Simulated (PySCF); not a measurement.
# C$_{4}$H$_{9}$NSi: what the fields show

```
atom    x (Å)    y (Å)    z (Å)
   C   2.5100   0.2931   0.2852
   C   1.0663  -0.0340   0.3028
   N   0.2467   0.3120   1.2304
  Si  -1.1527  -0.4723   0.4514
   C  -2.5300   0.6772  -0.1455
   C   0.3232  -0.8077  -0.7469
   H   2.7815   0.8484   1.1789
   H   3.0962  -0.6239   0.2294
   H   2.7403   0.8867  -0.5994
   H  -1.6447  -1.6524   1.1571
   H  -2.1368   1.5366  -0.6790
   H  -3.0984   1.0442   0.7018
   H  -3.2163   0.1541  -0.8026
   H   0.6797  -1.8284  -0.8635
   H   0.3306  -0.3256  -1.7220
```

Geometry: GFN2-xTB.

Computed with wB97X-D/def2-SVPD, SCF density, gas phase (PySCF 2.14.0).

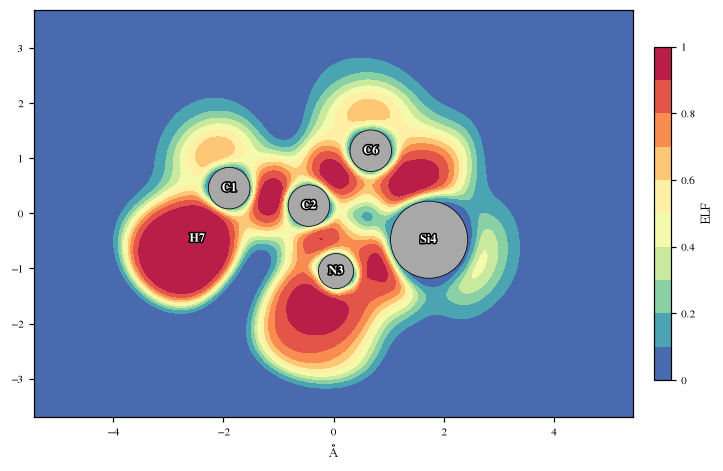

Figure 1. Electron localisation function on the plane of atoms C1, C2 and N3. Grey discs cover the atomic cores.

What do the fields say about this system?

- The section cuts through C, N, Si and H sites.
- C–N (1.29 Å): the ELF peaks at about 0.90 between the atoms; a covalent bond.
- C–C (1.48 Å): the ELF peaks at about 0.95 between the atoms (a shared electron pair).
- Si–N (1.78 Å): the ELF peaks at about 0.90 between the atoms (a shared but strongly polarised pair).
- C–H (1.09 Å): the ELF climbs to about 1 towards the hydrogen, as it does in any bond to H; an ordinary covalent bond to hydrogen.
- The ELF also peaks beside N3, away from the bonds: lone-pair regions.

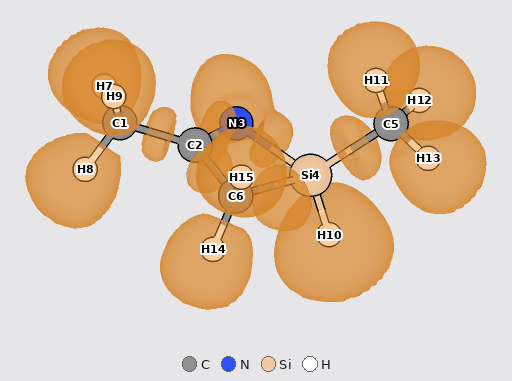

Figure 2. Isosurface of the ELF at 0.8 (orange), seen at a tilt. Core shells and regions of very low density are left out.

What do the ELF domains correspond to?

The surface consists of two regions between bonded C–C atoms (shared pairs), one region between bonded C–N atoms (shared pairs), two regions between bonded C–Si atoms (shared pairs), nine regions around hydrogen nuclei and one region on N in which the atom's valence shell and bonds are merged.

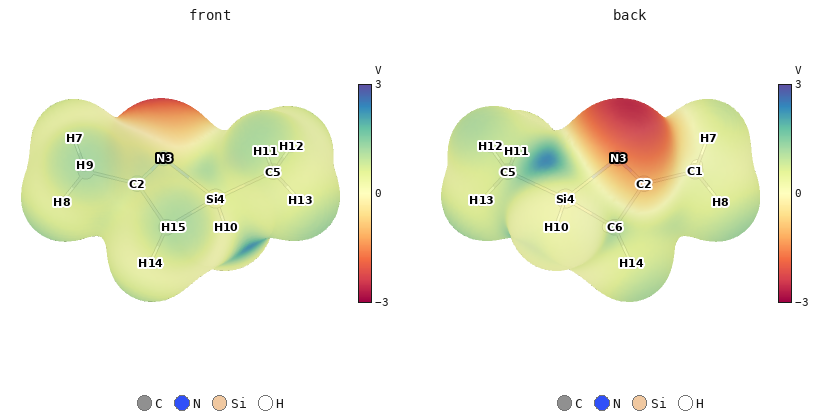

Figure 3. The molecular electrostatic potential painted on the density surface at 0.004 e/bohr³, seen from the front and from behind; red is negative and blue positive.

Which sites attract a positive test charge, and which a negative one?

A positive charge is drawn to the negative regions and a negative charge to the positive ones. The most negative region (about −2.6 V) lies over N3, the most positive (about +2.2 V) over Si4. N3 is the likeliest acceptor of a hydrogen bond.

What dipole moment does the calculation give?

Its dipole moment is 2.19 D.
